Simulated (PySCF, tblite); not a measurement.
# C6H8ClO radical: geometry, infrared bands and EPR parameters

Wanted: the infrared bands and EPR parameters of C6H8ClO radical (`[H]/[C]=C(\C)COC(=C)Cl`), by calculation.

Computed with tblite 0.8.0 and PySCF 2.14.0, with density-fitted response routines of our own, on a single molecule in the gas phase. Atoms are numbered from 0 throughout.

**1. Starting geometry**

16 atoms, charge 0, multiplicity 2; geometry from: force field or distance geometry start.

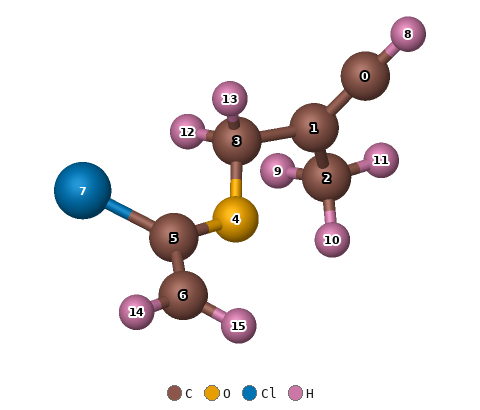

As it starts; carbon brown, oxygen amber, chlorine blue, hydrogen pink, atoms numbered.

**2. Optimising the geometry with GFN2-xTB**

The job: settings as JSON, then the geometry in Å.

```
{"job": {"kind": "relax", "xc": "GFN2-xTB", "basis": "xTB"}, "charge": 0, "multiplicity": 2}
C     -2.072300     1.260500     0.991400
C     -1.511100     0.315100     0.297500
C     -2.089400    -0.226900    -0.964000
C     -0.203200    -0.313300     0.726800
O      0.784100    -0.029800    -0.246200
C      2.072400    -0.377900     0.083600
C      3.091100     0.287400    -0.484700
Cl     2.454500    -1.669000     1.180100
H     -2.543400     2.041800     1.547800
H     -2.217900    -1.311700    -0.905500
H     -1.458300     0.012900    -1.822100
H     -3.090900     0.203200    -1.161300
H     -0.350100    -1.403500     0.830400
H      0.112500     0.077900     1.707000
H      4.122000     0.052000    -0.264300
H      2.892400     1.090300    -1.168900
```

Launch:

```
OMP_NUM_THREADS=1 python probes_run.py task.json out
```

The driver reads the jobs from task.json and runs them one after another.

Log:

```text
step      E/eV     max force
  0    -690.58911    1.644
  1    -690.66854    0.966
  2    -690.68555    0.916
  3    -690.69704    0.358
  4    -690.70554    0.361
  5    -690.71079    0.307
  6    -690.71427    0.141
  7    -690.71682    0.127
  8    -690.71911    0.180
  9    -690.72147    0.154
 10    -690.72335    0.116
 11    -690.72499    0.121
 12    -690.72662    0.158
 13    -690.72867    0.160
 14    -690.73161    0.170
 15    -690.73591    0.253
 16    -690.74140    0.241
 17    -690.74931    0.259
 18    -690.75548    0.211
 19    -690.76217    0.212
 20    -690.76628    0.381
 21    -690.77415    0.226
 22    -690.78316    0.231
 23    -690.79526    0.258
 24    -690.80349    0.286
 25    -690.81123    0.175
 26    -690.81506    0.151
 27    -690.81802    0.152
 28    -690.82079    0.225
 29    -690.82375    0.162
 30    -690.82644    0.095
 31    -690.82711    0.091
 32    -690.82834    0.079
 33    -690.82894    0.096
 34    -690.82951    0.100
 35    -690.82999    0.067
 36    -690.83047    0.056
 37    -690.83081    0.046
 38    -690.83107    0.050
 39    -690.83128    0.042
 40    -690.83147    0.035
 41    -690.83163    0.032
 42    -690.83178    0.027
 43    -690.83190    0.029
 44    -690.83200    0.024
 45    -690.83209    0.025
 46    -690.83218    0.027
 47    -690.83229    0.027
 48    -690.83239    0.029
 49    -690.83251    0.029
 50    -690.83267    0.040
 51    -690.83293    0.052
 52    -690.83332    0.056
 53    -690.83377    0.060
 54    -690.83417    0.056
 55    -690.83446    0.051
 56    -690.83477    0.043
 57    -690.83512    0.039
 58    -690.83538    0.032
 59    -690.83556    0.027
 60    -690.83572    0.034
 61    -690.83585    0.031
 62    -690.83595    0.021
 63    -690.83602    0.021
 64    -690.83608    0.022
 65    -690.83613    0.018
 66    -690.83617    0.012
 67    -690.83621    0.022
 68    -690.83624    0.013
 69    -690.83628    0.016
 70    -690.83631    0.012
 71    -690.83632    0.009
```

Run time: 0.3 s. Hardware: 1 thread of AMD EPYC 9R45, shared host.

The steps of the relaxation: (not every step is listed)

| step | energy from step 0 (eV) | largest force (eV/Å) |
| --- | --- | --- |
| 0 | 0.0000 | 1.6436 |
| 1 | -0.0794 | 0.9660 |
| 2 | -0.0964 | 0.9161 |
| 3 | -0.1079 | 0.3578 |
| 4 | -0.1164 | 0.3608 |
| 5 | -0.1217 | 0.3073 |
| 6 | -0.1252 | 0.1412 |
| 7 | -0.1277 | 0.1268 |
| 8 | -0.1300 | 0.1803 |
| 13 | -0.1396 | 0.1604 |
| 18 | -0.1664 | 0.2111 |
| 23 | -0.2061 | 0.2577 |
| 28 | -0.2317 | 0.2249 |
| 33 | -0.2398 | 0.0964 |
| 38 | -0.2420 | 0.0501 |
| 43 | -0.2428 | 0.0287 |
| 48 | -0.2433 | 0.0292 |
| 53 | -0.2447 | 0.0602 |
| 58 | -0.2463 | 0.0320 |
| 63 | -0.2469 | 0.0211 |
| 66 | -0.2471 | 0.0124 |
| 67 | -0.2471 | 0.0218 |
| 68 | -0.2471 | 0.0130 |
| 69 | -0.2472 | 0.0159 |
| 70 | -0.2472 | 0.0122 |
| 71 | -0.2472 | 0.0093 |

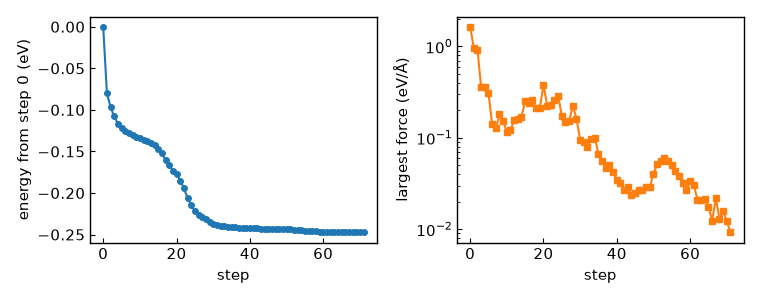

Energy and force, step by step.

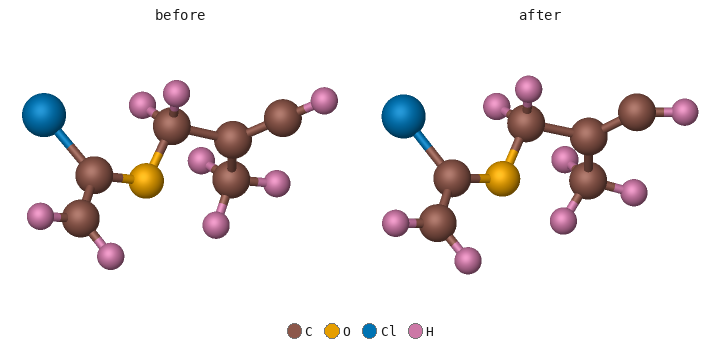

The geometry before (left) and after (right).

Close pairs (by a distance rule), those that changed most:

| bond | before (Å) | after (Å) | change (Å) |
| --- | --- | --- | --- |
| O4–C5 | 1.375 | 1.336 | -0.038 |
| C1–C2 | 1.490 | 1.519 | +0.029 |
| C2–H11 | 1.108 | 1.086 | -0.022 |
| C5–C6 | 1.343 | 1.325 | -0.018 |
| C3–O4 | 1.415 | 1.425 | +0.010 |
| C5–Cl7 | 1.736 | 1.746 | +0.010 |
| C6–H14 | 1.080 | 1.071 | -0.009 |
| C0–C1 | 1.300 | 1.293 | -0.007 |

The final coordinates are the input of the step that follows.

**3. Harmonic vibrations with GFN2-xTB**

The job: settings as JSON, then the geometry in Å.

```
{"job": {"kind": "ir", "xc": "GFN2-xTB", "basis": "xTB"}, "charge": 0, "multiplicity": 2}
C     -2.025543     1.228770     1.159567
C     -1.481703     0.322569     0.414157
C     -2.030551    -0.149855    -0.920960
C     -0.194821    -0.370948     0.807222
O      0.788439    -0.028611    -0.166038
C      2.073610    -0.317417     0.058533
C      3.066981     0.292829    -0.570078
Cl     2.411783    -1.606575     1.186827
H     -2.876385     1.866380     1.169602
H     -2.326039    -1.194647    -0.838486
H     -1.244781    -0.062546    -1.667614
H     -2.889052     0.443264    -1.220910
H     -0.345594    -1.459067     0.813259
H      0.124991    -0.047124     1.802993
H      4.087314    -0.001301    -0.427367
H      2.853752     1.093223    -1.253069
```

Log:

```text
mode    cm-1     km/mol
  1      30.3      0.47
  2      40.5      0.62
  3      85.9      4.60
  4     129.4      0.78
  5     155.0      0.16
  6     199.4      2.08
  7     341.8      1.87
  8     353.9      1.81
  9     372.4      5.06
 10     453.1      4.51
 11     502.8      4.25
 12     522.8      1.33
 13     626.4     10.92
 14     676.1      1.83
 15     688.8     20.53
 16     705.4     34.08
 17     810.1     40.86
 18     862.6      0.64
 19     919.9     12.09
 20     944.4      3.14
 21     996.8     13.67
 22    1040.3      5.70
 23    1057.6     80.15
 24    1133.8     53.51
 25    1154.8    244.57
 26    1204.9     46.24
 27    1307.1      2.90
 28    1358.7      4.00
 29    1361.8      4.05
 30    1453.4      5.45
 31    1465.2      6.56
 32    1467.7      3.66
 33    1689.1    190.15
 34    1736.4      3.65
 35    2888.0     29.13
 36    2939.4     24.93
 37    3011.2     19.63
 38    3034.0      6.16
 39    3058.6     26.12
 40    3140.8      1.43
 41    3187.8     12.26
 42    3212.1      9.67
```

Run time: 0.33 s. Hardware: 1 thread of AMD EPYC 9R45, shared host.

Which atoms move in the most intense modes:

| cm⁻¹ | km/mol | atoms |
| --- | --- | --- |
| 705 | 34.1 | H8 54 %, C0 26 % |
| 810 | 40.9 | H15 41 %, H14 38 %, C6 21 % |
| 1058 | 80.2 | O4 36 %, C3 33 % |
| 1134 | 53.5 | C1 47 %, C3 11 % |
| 1155 | 244.6 | C5 33 %, O4 24 %, C1 11 % |
| 1205 | 46.2 | H12 45 %, H13 36 % |
| 1689 | 190.2 | C5 55 %, C6 39 % |
| 2888 | 29.1 | H12 91 % |

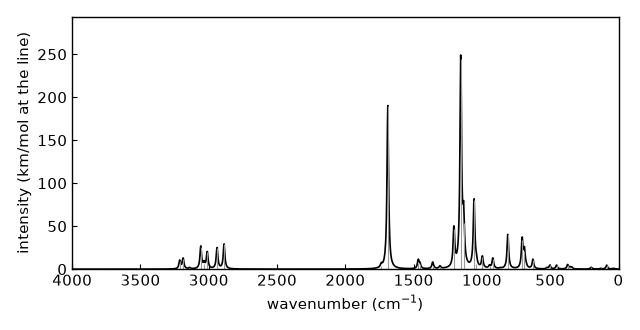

The infrared spectrum from these modes, unscaled. Lines are broadened to a width of 14 cm⁻¹ (Lorentzian).

**4. g tensor and hyperfine couplings: B3LYP/pcH-1**

Settings changed since step 3:

```diff
@@ -1,2 +1,2 @@
-{"job": {"kind": "ir", "xc": "GFN2-xTB", "basis": "xTB"}, "charge": 0, "multiplicity": 2}
+{"job": {"kind": "epr", "basis": "pcH-1"}, "charge": 0, "multiplicity": 2}
 C     -2.025543     1.228770     1.159567
```

Method: UKS B3LYP, pcH-1 on C Cl H O, non-relativistic, mean-field spin-orbit, GIAO.

Log:

```text
UKS, coarse grid
  cycle   1  E = -768.66100647  |g| = 5.04e-01
  cycle   2  E = -768.55502138  |g| = 7.23e-01
  cycle   3  E = -768.75851362  |g| = 8.89e-02
  cycle   4  E = -768.76174454  |g| = 3.80e-02
  cycle   5  E = -768.76240012  |g| = 1.41e-02
  cycle   6  E = -768.76249550  |g| = 5.47e-03
  cycle   7  E = -768.76252140  |g| = 2.30e-03
  cycle   8  E = -768.76252904  |g| = 1.42e-03
  cycle   9  E = -768.76253384  |g| = 8.43e-04
UKS, final grid
  cycle   1  E = -768.76253551  |g| = 1.49e-03
  cycle   2  E = -768.76253227  |g| = 3.04e-03
  cycle   3  E = -768.76253675  |g| = 1.78e-04
  cycle   4  E = -768.76253679  |g| = 1.17e-04
  cycle   5  E = -768.76253683  |g| = 7.48e-05
  cycle   6  E = -768.76253684  |g| = 1.49e-05
E = -768.76253684 Eh   <S^2> = 0.7588 (exact 0.7500)
g shifts (ppm)      1          2          3
  rmc          -151       -151       -151
  gc             32         11          4
  oz_so        -467         75        362
  total        -586        -66        215
hyperfine (MHz)  atom isotope    a_iso     a_fc   dipolar eigenvalues
    0   13C     302.03     302.15    -82.54    -60.63    143.17
    1   13C     -15.98     -15.98    -19.93      2.50     17.43
    2   13C      71.38      71.39     -7.87     -6.93     14.79
    3   13C      63.46      63.47     -4.96     -4.34      9.30
    4   17O       1.68       1.68     -0.96      0.13      0.83
    5   13C       1.68       1.68     -0.32     -0.21      0.53
    6   13C      -0.02      -0.02     -0.26      0.06      0.20
    7  35Cl       0.01       0.01     -0.12      0.03      0.09
    8    1H      36.59      36.59    -32.88     -7.07     39.95
    9    1H      -5.91      -5.91     -4.18     -1.19      5.37
   10    1H      -1.35      -1.35     -4.11     -1.06      5.18
   11    1H      -2.96      -2.96     -6.06     -1.71      7.77
   12    1H       0.17       0.17     -2.71     -2.13      4.85
   13    1H      -3.16      -3.16     -6.60     -2.40      9.00
   14    1H      -0.14      -0.14     -0.35     -0.30      0.65
   15    1H      -0.11      -0.11     -0.46     -0.41      0.87
```

Run time: 45 s. Hardware: 1 thread of AMD EPYC 9R45, shared host; peak memory 0.97 GiB.

Principal g values 2.00173, 2.00225, 2.00253; g(iso) = 2.00217, against 2.00232 for a free electron.

Hyperfine couplings; where a row names several nuclei, a(iso) is their mean (it holds for fast rotation or exchange) and the dipolar term the largest among them:

| nuclei | isotope | a(iso) (MHz) | a(iso) (G, at g = 2.0023) | largest dipolar term (MHz) |
| --- | --- | --- | --- | --- |
| C0 | 13C | 302.0 | 107.8 | 143.2 |
| C2 | 13C | 71.4 | 25.5 | 14.8 |
| C3 | 13C | 63.5 | 22.6 | 9.3 |
| H8 | 1H | 36.6 | 13.1 | 40.0 |
| C1 | 13C | -16.0 | -5.7 | -19.9 |
| H9, H10, H11 | 1H | -3.4 | -1.2 | 7.8 |
| C5 | 13C | 1.7 | 0.6 | 0.5 |
| O4 | 17O | 1.7 | 0.6 | -1.0 |
| H12, H13 | 1H | -1.5 | -0.5 | 9.0 |
| H14 | 1H | -0.1 | 0.0 | 0.6 |
| H15 | 1H | -0.1 | 0.0 | 0.9 |
| C6 | 13C | 0.0 | 0.0 | -0.3 |
| Cl7 | 35Cl | 0.0 | 0.0 | -0.1 |

Mulliken spin populations:

C0 1.05; C1 -0.17; C2 0.07; C3 0.04; O4 0.00; C5 0.00; C6 0.00; Cl7 0.00; H8 0.01; H9 0.00; H10 0.00; H11 0.00; H12 0.00; H13 0.00; H14 0.00; H15 0.00

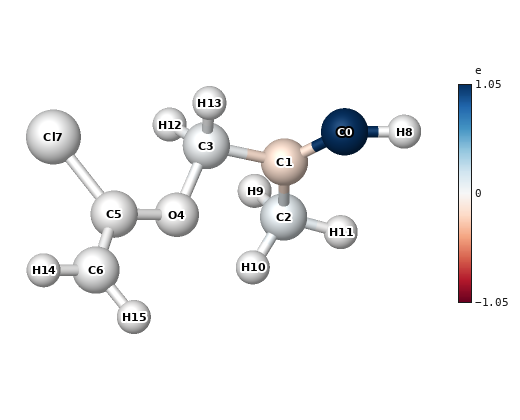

Mulliken spin populations, as colours on the atoms.

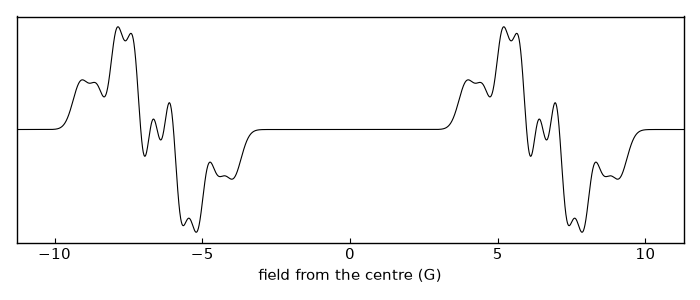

First-order isotropic spectrum (first derivative, main isotopes with spin only, couplings over 0.8 MHz, Gaussian width 0.3 G; couplings of the frozen geometry, rotation of groups not averaged beyond the rows shown).

The fields below are evaluated on a grid from the run's orbitals.

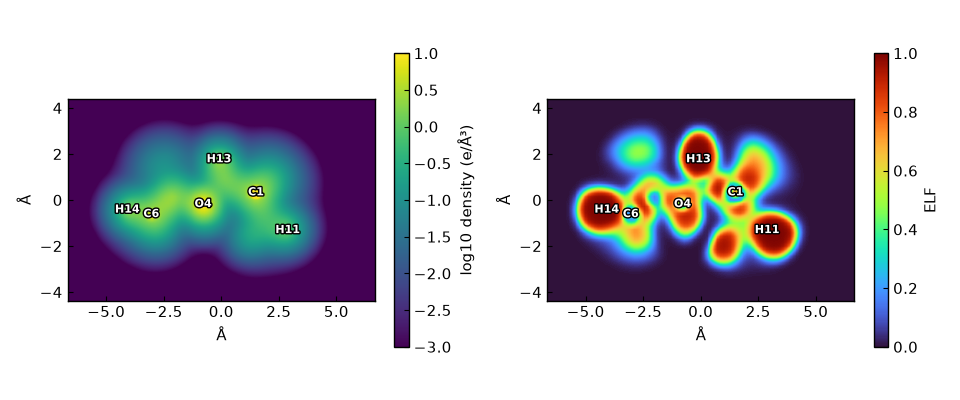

Density (left) and ELF (right) in a plane through or near 6 of the atoms.

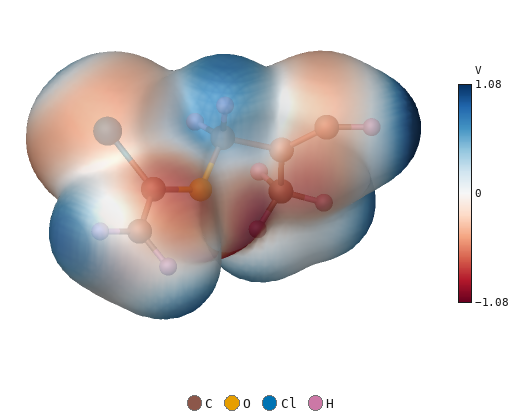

The potential that a unit positive charge feels on the 0.002 e/bohr³ surface, from -0.75 V near O4 to 1.08 V near H8.

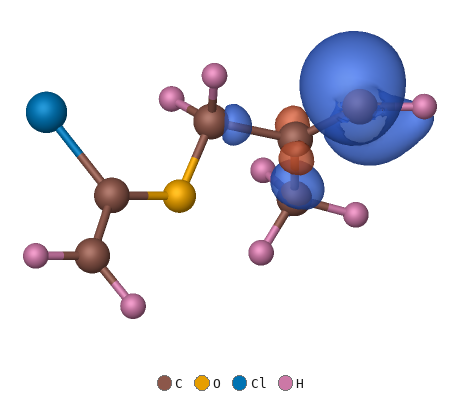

Spin density at ±0.05 e/Å³ (alpha excess blue, beta excess red).

**5. What came out**

| quantity | value |
| --- | --- |
| strongest single infrared mode (GFN2-xTB) | 1155 cm⁻¹, 245 km/mol |
| zero-point energy (GFN2-xTB) | 74.8 kcal/mol |
| g(iso) (B3LYP) | 2.00217 |
| ⟨S²⟩ | 0.759 (exact 0.75) |
| largest a(iso) (averaged by class) | 13C on C0, 302.0 MHz |
| potential on the surface of density 0.002 e/bohr³, 1st and 99th percentile | -0.75 V and 1.08 V |

**Reading.** Over 71 steps the energy fell by 0.247 eV; of the close pairs, O4–C5 changed most, 1.375 to 1.336 Å. All 42 modes are real, so the xTB geometry is a minimum. The strongest single mode, at 1155 cm⁻¹, is spread over many atoms; the largest shares are those of C5, O4. GFN2-xTB is a fitted tight-binding method: band positions and strengths are rough. Its intensities can rank the bands wrongly. Most of the unpaired spin sits on C0 (1.05 e). The isotropic g lies 0.1 ppt below the free-electron value. These values are for one conformer; the search (at its own cheap level) found 1 more, at 0.95 kcal/mol, and measured spectra average over such forms.
